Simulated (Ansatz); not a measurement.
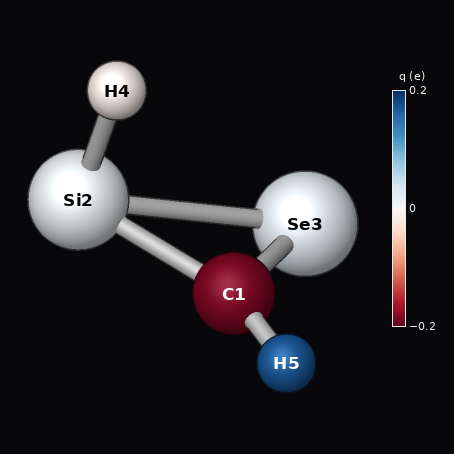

Atoms are coloured by their Mulliken charges. The geometry was computed by an optimisation with PBE0-D4/def2-TZVP. No frequency run is at hand to confirm it as a minimum. Properties computed with RKS PBE0-D4/def2-TZVP (Ansatz 0.2.0).

List the Mulliken charges.

```json
{"atom": "C1", "value (e)": "−0.19"}
{"atom": "Si2", "value (e)": "0.01"}
{"atom": "Se3", "value (e)": "0.02"}
{"atom": "H4", "value (e)": "−0.01"}
{"atom": "H5", "value (e)": "0.17"}
```

Mulliken values depend strongly on the basis set and can even reverse the polarity of a bond.
